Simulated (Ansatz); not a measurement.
Geometry relaxation of C$_{2}$H$_{8}$ClNSSi (part 2 of 2)

C$_{2}$H$_{8}$ClNSSi; RKS B3LYP/def2-SVP (Ansatz 0.2.0). It belongs to a series of runs on one base structure; here: end point A relaxed.

Geometry of the input (Å):
```
C  -0.8828  -0.8568  1.0452
Si 0.2060  -0.1435  -0.2636
N  1.7793  -0.6158  0.0520
S  -0.1656  -1.1397  -2.1048
C  0.0299  1.6763  -0.5223
Cl 0.3450  2.5462  1.0296
H  -0.6726  -0.3957  2.0236
H  -0.8172  -1.8844  1.1011
H  -1.9696  -0.5481  0.8499
H  1.8916  -1.6292  0.0347
H  2.0677  -0.3531  1.0332
H  -1.4972  -0.7486  -2.1850
H  -1.0331  1.9788  -0.8359
H  0.7056  2.0844  -1.2287
```

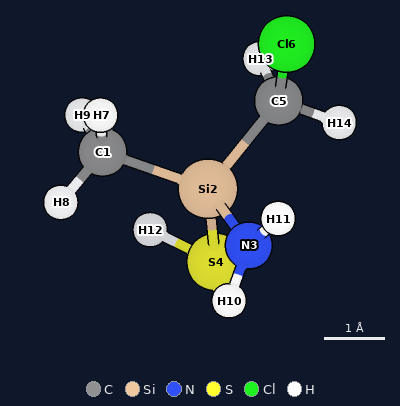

*The geometry at step 5 of the log (ball-and-stick view, seen at a tilt; atoms are numbered from 1 in the order of the input).*

Output, continued:
```
relax step   9: F+E_penalty+E_count = -34921.24218001 eV  Δ(F+E_penalty+E_count) = -1.704e-5 eV  max|allowed force component| = 1.376e-2 eV/Å  Δτ_max = 0.0168 Å  (25 SCF iters, accepted)
1446 factors; integrals over basis functions are off by at most 4.1e-4 eV
mean field -34921.24218001 eV, -1283.3319796473 hartree, gradient 8.4e-5 eV, S^2 0.000000; 1 other end points of the search recorded, 0 dependent functions left out
the calculation of the forces begins
reference -34921.24245753 eV, -1283.3319898458 hartree; 37, 37 occupied and 99, 99 virtual orbitals, 1446 factors
Total energy: -34921.24245753 eV, -1283.3319898458 hartree
Atom 0 at    -1.118247    -0.812174     0.963680 Å, force     0.002411    -0.001244     0.009322 eV/Å
Atom 1 at     0.167342    -0.213412    -0.273920 Å, force     0.000696     0.001112     0.003635 eV/Å
Atom 2 at     1.821387    -0.586714     0.050412 Å, force    -0.009758    -0.010848    -0.005180 eV/Å
Atom 3 at    -0.247186    -1.072708    -2.226553 Å, force     0.009680    -0.003819    -0.010703 eV/Å
Atom 4 at     0.097133     1.681553    -0.382629 Å, force     0.002465     0.002655     0.002750 eV/Å
Atom 5 at     0.631660     2.422615     1.198390 Å, force    -0.002046     0.000319    -0.004217 eV/Å
Atom 6 at    -0.942504    -0.324302     1.936436 Å, force     0.000051     0.002136    -0.000721 eV/Å
Atom 7 at    -1.057344    -1.902689     1.107688 Å, force    -0.001157    -0.001101    -0.003562 eV/Å
Atom 8 at    -2.143978    -0.565865     0.642615 Å, force    -0.000380    -0.001410    -0.003264 eV/Å
Atom 9 at     2.148179    -1.545747     0.112991 Å, force     0.000548     0.013764     0.002013 eV/Å
Atom 10 at     2.346199     0.033753     0.660917 Å, force    -0.001920    -0.007295    -0.001733 eV/Å
Atom 11 at    -1.569552    -1.262424    -2.011158 Å, force     0.000024     0.003368     0.010425 eV/Å
Atom 12 at    -0.916698     2.054661    -0.587415 Å, force     0.001156     0.001057     0.001125 eV/Å
Atom 13 at     0.770609     2.064255    -1.162454 Å, force    -0.001772     0.001306     0.000112 eV/Å
Dipole moment:    -0.126592    -0.184884     0.168512 e Å
```

Trajectory as extended XYZ (Å, eV, eV/Å), 9 frames, from step=1 to step=9:
```
14
Properties=species:S:1:pos:R:3:forces:R:3 step=1 energy=-34920.62140
C    -0.8828   -0.8568    1.0452   -2.3662   3.7400   0.1231
Si    0.2060   -0.1435   -0.2636   -1.2739  -0.5715  -0.2719
N     1.7793   -0.6158    0.0520    2.6376  -0.1292   2.0196
S    -0.1656   -1.1397   -2.1048   -1.0737   0.0339  -0.9295
C     0.0299    1.6763   -0.5223   -2.3842   0.7097   0.5462
Cl    0.3450    2.5462    1.0296    0.1192   0.2232   0.4691
H    -0.6726   -0.3957    2.0236    0.1948  -0.1157   0.0923
H    -0.8172   -1.8844    1.1011    0.1868  -2.7436   0.1092
H    -1.9696   -0.5481    0.8499    0.9807  -0.5938   0.1822
H     1.8916   -1.6292    0.0347    0.1070  -0.0332  -0.2453
H     2.0677   -0.3531    1.0332   -0.1271  -0.0980  -1.3051
H    -1.4972   -0.7486   -2.1850    0.7900  -0.3161   0.0325
H    -1.0331    1.9788   -0.8359    1.2718  -0.4791   0.2682
H     0.7056    2.0844   -1.2287    0.9372   0.3736  -1.0907
14
Properties=species:S:1:pos:R:3:forces:R:3 step=2 energy=-34921.09536
C    -0.9747   -0.7939    1.0534   -0.7491   0.7809  -0.0774
Si    0.2103   -0.2135   -0.2784   -0.8313  -0.0727  -0.0457
N     1.8502   -0.5912    0.0442    0.8876  -0.4104   0.8309
S    -0.2088   -1.1392   -2.2019   -0.2275   0.0601  -0.1159
C     0.0261    1.6378   -0.4666   -0.5832   0.4267  -0.0536
Cl    0.3771    2.4749    1.1102    0.0083   0.0425   0.0779
H    -0.7329   -0.3160    2.0186    0.1105  -0.0870  -0.0419
H    -0.9217   -1.8695    1.1538    0.0004  -0.6842   0.1657
H    -2.0372   -0.5174    0.8417    0.4299  -0.1690  -0.0233
H     2.0493   -1.5958    0.0267    0.0777   0.1766  -0.1250
H     2.1783   -0.2541    0.9670   -0.1191  -0.0115  -0.6518
H    -1.5373   -0.8164   -2.2601    0.3637  -0.0929   0.1568
H    -1.0059    1.9198   -0.7751    0.3688  -0.0836   0.1651
H     0.7141    2.0453   -1.2043    0.2634   0.1245  -0.2617
14
Properties=species:S:1:pos:R:3:forces:R:3 step=3 energy=-34921.17719
C    -1.0362   -0.7955    1.0324   -0.3599  -0.0115   0.0068
Si    0.1662   -0.2274   -0.2800    0.5991  -0.3732  -0.3974
N     1.8352   -0.6166    0.0372   -0.0236   0.1653   0.3339
S    -0.1670   -1.0912   -2.2697   -0.3393   0.1592   0.4392
C     0.0366    1.6449   -0.4429   -0.1806   0.2136   0.1053
Cl    0.4828    2.4159    1.1529    0.0032   0.0591   0.0010
H    -0.7899   -0.2917    1.9824    0.0094   0.0085  -0.0476
H    -1.0064   -1.8820    1.2002    0.0355  -0.0505  -0.0456
H    -2.0709   -0.5180    0.7691   -0.0426  -0.0386   0.0538
H     2.0993   -1.6038    0.0626   -0.0217   0.2440   0.0382
H     2.2373   -0.1127    0.8385   -0.0279  -0.2571  -0.3606
H    -1.5199   -0.9687   -2.1715    0.1612  -0.1033  -0.1066
H    -0.9944    1.9623   -0.6805    0.1523   0.0113   0.0244
H     0.7142    2.0552   -1.2017    0.0350  -0.0268  -0.0447
14
Properties=species:S:1:pos:R:3:forces:R:3 step=4 energy=-34921.21422
C    -1.0636   -0.7927    0.9955   -0.1349  -0.0083   0.0836
Si    0.1740   -0.2106   -0.2846    0.3557  -0.3460  -0.2715
N     1.8435   -0.5976    0.0268   -0.1001   0.1081   0.2218
S    -0.2003   -1.1095   -2.2487   -0.2152   0.1522   0.3116
C     0.0596    1.6703   -0.4163   -0.0958   0.1751   0.0543
Cl    0.4932    2.4276    1.1924    0.0119  -0.0126  -0.0553
H    -0.8049   -0.3327    1.9651   -0.0364  -0.0158  -0.0417
H    -1.0599   -1.8868    1.1190    0.0220  -0.0041  -0.0322
H    -2.0880   -0.4775    0.7391   -0.0494  -0.0192   0.0171
H     2.1111   -1.5814    0.0679   -0.0132   0.1704   0.0068
H     2.2822   -0.0729    0.7898   -0.0402  -0.1537  -0.2454
H    -1.5518   -1.1488   -2.0913    0.1778  -0.0322  -0.0432
H    -0.9619    2.0067   -0.6613    0.1172  -0.0133   0.0010
H     0.7537    2.0767   -1.1645    0.0008  -0.0006  -0.0070
14
Properties=species:S:1:pos:R:3:forces:R:3 step=5 energy=-34921.23367
C    -1.1372   -0.8231    0.9708    0.0410  -0.0166  -0.0778
Si    0.1496   -0.2163   -0.2619    0.0590   0.0265   0.1207
N     1.7954   -0.5793    0.0841    0.1320  -0.2174  -0.0703
S    -0.2331   -1.0496   -2.2267   -0.1271  -0.0564  -0.0068
C     0.0995    1.6746   -0.3775    0.0255   0.1334  -0.1162
Cl    0.6453    2.4596    1.1780   -0.0077  -0.0621  -0.0309
H    -0.9162   -0.3849    1.9577   -0.0260  -0.0048   0.0072
H    -1.1103   -1.9212    1.0601   -0.0098   0.0160   0.0270
H    -2.1580   -0.5245    0.6818   -0.0169  -0.0030   0.0103
H     2.1816   -1.5181    0.0880   -0.0915   0.0176  -0.0177
H     2.3461    0.0542    0.6495    0.0385   0.1465   0.0974
H    -1.5502   -1.2813   -2.0032    0.0550   0.0052  -0.0400
H    -0.9054    2.0619   -0.5977   -0.0155   0.0005   0.0059
H     0.7798    2.0187   -1.1740   -0.0564   0.0148   0.0912
14
Properties=species:S:1:pos:R:3:forces:R:3 step=6 energy=-34921.23969
C    -1.1191   -0.8194    0.9597    0.0115  -0.0050   0.0614
Si    0.1641   -0.2144   -0.2755    0.0395  -0.0221   0.0407
N     1.8220   -0.5829    0.0453    0.0115   0.0358   0.0644
S    -0.2519   -1.0668   -2.2256    0.0395  -0.0244  -0.0821
C     0.0976    1.6798   -0.3832    0.0111   0.0233  -0.0152
Cl    0.6213    2.4304    1.1970   -0.0070  -0.0139  -0.0129
H    -0.9015   -0.3804    1.9474   -0.0166   0.0014   0.0021
H    -1.1003   -1.9167    1.0583    0.0083   0.0057  -0.0067
H    -2.1414   -0.5191    0.6759    0.0043  -0.0007  -0.0203
H     2.1472   -1.5377    0.1660   -0.0272   0.0322  -0.0267
H     2.3461    0.0661    0.6291   -0.0317  -0.0465  -0.0276
H    -1.5685   -1.2757   -2.0042   -0.0523   0.0028   0.0160
H    -0.9122    2.0576   -0.6025    0.0312  -0.0132   0.0041
H     0.7835    2.0502   -1.1587   -0.0222   0.0247   0.0029
14
Properties=species:S:1:pos:R:3:forces:R:3 step=7 energy=-34921.24160
C    -1.1154   -0.8089    0.9662   -0.0117   0.0125  -0.0218
Si    0.1684   -0.2102   -0.2731   -0.0047   0.0173   0.0149
N     1.8209   -0.5877    0.0506    0.0165   0.0120  -0.0070
S    -0.2487   -1.0651   -2.2271    0.0199  -0.0062  -0.0076
C     0.0968    1.6847   -0.3833   -0.0164   0.0013  -0.0087
Cl    0.6125    2.4333    1.1995    0.0064  -0.0089   0.0036
H    -0.9440   -0.3127    1.9354    0.0000  -0.0086   0.0057
H    -1.0505   -1.8983    1.1146    0.0060  -0.0049   0.0086
H    -2.1411   -0.5691    0.6404   -0.0077   0.0035   0.0043
H     2.1515   -1.5459    0.0723    0.0049  -0.0519  -0.0007
H     2.3434    0.0034    0.6909   -0.0092   0.0291  -0.0062
H    -1.5660   -1.2730   -1.9994   -0.0049   0.0017   0.0088
H    -0.9164    2.0533   -0.5993    0.0004   0.0048   0.0021
H     0.7757    2.0671   -1.1586    0.0006  -0.0017   0.0041
14
Properties=species:S:1:pos:R:3:forces:R:3 step=8 energy=-34921.24216
C    -1.1183   -0.8103    0.9636    0.0022  -0.0003   0.0055
Si    0.1680   -0.2113   -0.2734    0.0080  -0.0033  -0.0036
N     1.8215   -0.5888    0.0491   -0.0138   0.0103  -0.0042
S    -0.2457   -1.0697   -2.2269   -0.0176  -0.0028   0.0088
C     0.0965    1.6837   -0.3821    0.0041   0.0037   0.0015
Cl    0.6232    2.4279    1.1999    0.0023  -0.0061  -0.0016
H    -0.9459   -0.3188    1.9352    0.0001  -0.0008  -0.0022
H    -1.0543   -1.9002    1.1105   -0.0006  -0.0004  -0.0016
H    -2.1440   -0.5680    0.6396   -0.0011   0.0004  -0.0015
H     2.1483   -1.5483    0.0963    0.0022  -0.0066   0.0023
H     2.3476    0.0214    0.6684    0.0017   0.0050   0.0035
H    -1.5655   -1.2688   -2.0006    0.0140   0.0021  -0.0061
H    -0.9169    2.0557   -0.5910    0.0011  -0.0025  -0.0016
H     0.7726    2.0664   -1.1597   -0.0026   0.0014   0.0007
14
Properties=species:S:1:pos:R:3:forces:R:3 step=9 energy=-34921.24218
C    -1.1182   -0.8122    0.9637    0.0024  -0.0012   0.0093
Si    0.1673   -0.2134   -0.2739    0.0007   0.0011   0.0036
N     1.8214   -0.5867    0.0504   -0.0098  -0.0108  -0.0052
S    -0.2472   -1.0727   -2.2266    0.0097  -0.0038  -0.0107
C     0.0971    1.6816   -0.3826    0.0025   0.0027   0.0027
Cl    0.6317    2.4226    1.1984   -0.0020   0.0003  -0.0042
H    -0.9425   -0.3243    1.9364    0.0001   0.0021  -0.0007
H    -1.0573   -1.9027    1.1077   -0.0012  -0.0011  -0.0036
H    -2.1440   -0.5659    0.6426   -0.0004  -0.0014  -0.0033
H     2.1482   -1.5457    0.1130    0.0005   0.0138   0.0020
H     2.3462    0.0338    0.6609   -0.0019  -0.0073  -0.0017
H    -1.5696   -1.2624   -2.0112    0.0000   0.0034   0.0104
H    -0.9167    2.0547   -0.5874    0.0012   0.0011   0.0011
H     0.7706    2.0643   -1.1625   -0.0018   0.0013   0.0001
```

Summary:

- outcome: converged
- total energy: −34921.2425 eV
- mean-field energy: −34921.2425 eV
- largest force (length of the vector) at the end: 0.015 eV/Å
- hardware: 2 threads of Arm Neoverse V1, 24 GiB of memory available, shared host
- wall time: 56 s (CPU time 1.8 min)
- peak memory: 0.37 GiB
